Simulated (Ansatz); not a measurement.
**Response to strain in Sn**

Consider Sn in the diamond structure (space group Fd-3m, No. 227; relaxed with 0.1 eV smearing).

```
CELL_PARAMETERS angstrom
      0.00000     3.27009     3.27009
      3.27009     0.00000     3.27009
      3.27009     3.27009     0.00000
ATOMIC_POSITIONS crystal
  Sn 0.00000 0.00000 0.00000
  Sn 0.25000 0.25000 0.25000
```

Cartesian axes are those of the cell as printed.

Strains are applied to the cell and any free atomic positions relax; under biaxial strain the out-of-plane vector relaxes too.

Computed with Ansatz (a quantum-chemistry and plane-wave program) PBEsol, without spin-orbit coupling.

Notes on the quantities. in-plane stress: mean in-plane stress (compression positive).

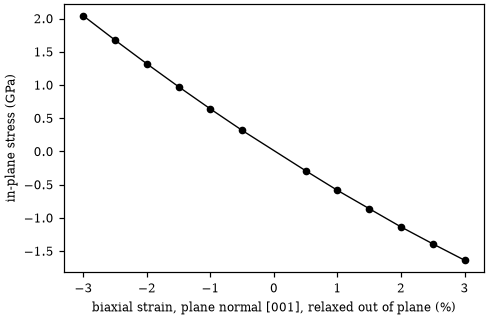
*in-plane stress against biaxial strain, plane normal [001], relaxed out of plane*

```tsv
biaxial strain, plane normal [001], relaxed out of plane (%)	in-plane stress
-3	+2.0 GPa
-2.5	+1.7 GPa
-2	+1.3 GPa
-1.5	+1.0 GPa
-1	+0.6 GPa
-0.5	+0.3 GPa
0.5	-0.3 GPa
1	-0.6 GPa
1.5	-0.9 GPa
2	-1.1 GPa
2.5	-1.4 GPa
3	-1.6 GPa
```

Stability against distortions was not tested.
